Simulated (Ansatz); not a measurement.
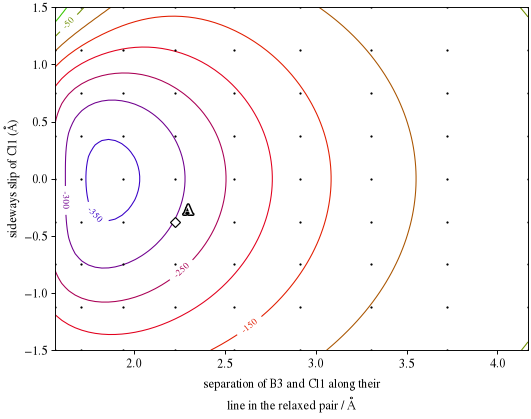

BCl₄, charge −1. Coordinates scanned: (1) separation of B3 and Cl1 along their line in the relaxed pair; (2) sideways slip of Cl1. Nothing is relaxed (both partners rigid). The grid has 9 × 9 points. Points are written as (first, second). All energies are given in kJ/mol relative to the ion and the molecule far apart, frozen as in the relaxed pair, each in its own basis (no counterpoise correction). These are results of RKS PBE0-D4/def2-SVPD (Ansatz 0.2.0), not measurements.

Drawn: contour lines labelled in kJ/mol, dots at the grid points, the point A. Between grid points the surface is interpolated.

### Is A at rest? If not, where is it pushed?

A, at (2.227 Å, −0.375 Å), is not a stationary point. The computed force is 210 kJ/mol for each Å towards smaller values of the first coordinate and 70 kJ/mol for each Å towards larger values of sideways slip of Cl1.
